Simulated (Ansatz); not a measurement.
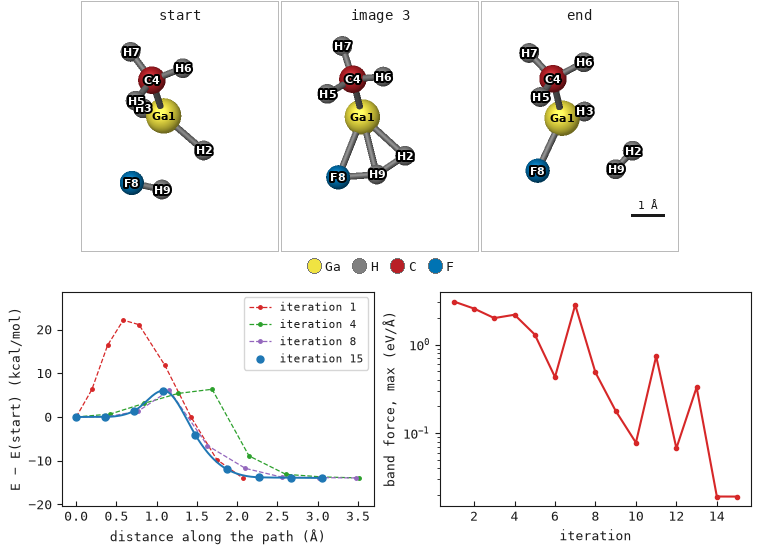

A nudged-elastic-band calculation for CH$_{6}$FGa. Images are numbered from 0 (start) to 8 (end). The plot follows the band through its iterations. A ball-and-stick model, seen from a free direction.

All numbers below come from RKS PBE0-D4/def2-SVP (Ansatz 0.2.0). Run with 7 movable images; climbing image; force threshold 0.03 eV/Å; iteration limit 60; starting path through a guess of the saddle point.

Did the band converge, and can the barrier be trusted?

The run is converged, with reservations. The band converged in 15 iterations. The largest component of the band force went from 3.1 to 0.019 eV/Å. The climbing image converged on the top of the path. Its vibrational analysis gives 2 imaginary modes over 30i cm⁻¹, so it isn't confirmed as a transition state. The first iteration put the highest image at 22.1 kcal/mol. The energy climbs by 6.0 kcal/mol to image 3 and then falls by 20.0 kcal/mol, so the end point sits at −13.9 kcal/mol.

Cost: 2.7 min on 2 threads of Arm Neoverse V2, on a shared host, peak memory 0.2 GiB.
